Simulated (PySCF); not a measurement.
# BF3H3N (Amminetrifluoroboron): the cost of one run

Programs: PySCF 2.14.0, with density-fitted response routines of our own. Each step states its level of theory. These are calculated values for one molecule in the gas phase, unless marked as measured. Atoms count from 0, in the outputs and in this text.

## Step 1: Starting geometry

8 atoms, charge 0, multiplicity 1; geometry from: GFN2-xTB.

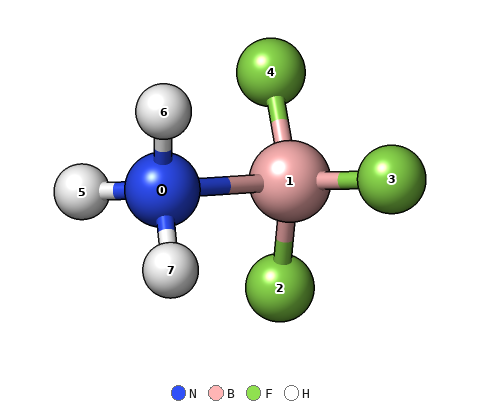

The starting geometry (nitrogen blue, boron pink, fluorine green, hydrogen white), atoms numbered; sticks join atoms by distance.

## Step 2: Relaxing the molecule at PBE0-D3(BJ)/def2-SVP

What the job is given:

```
{"job": {"xc": "PBE0", "basis": "def2-SVP", "d3": "d3bj", "grid": 1, "kind": "geom"}, "charge": 0, "multiplicity": 1}
N      0.849760    -0.147206     0.021899
B     -0.840894     0.149432    -0.028296
F     -1.296391    -0.716619    -0.958539
F     -0.935691     1.448374    -0.383330
F     -1.255181    -0.115368     1.229019
H      0.991601    -1.119218     0.282757
H      1.262332     0.473390     0.713036
H      1.233520     0.036627    -0.901109
```

Run with:

```sh
$ OMP_NUM_THREADS=1 python probes_run.py task.json out
```

This one command runs all jobs of the session in turn.

Q: Estimate the wall time and peak memory of this first job on 1 thread of Intel Xeon 6975P-C, shared host.

About 10 s, with a peak of 0.37 GiB.
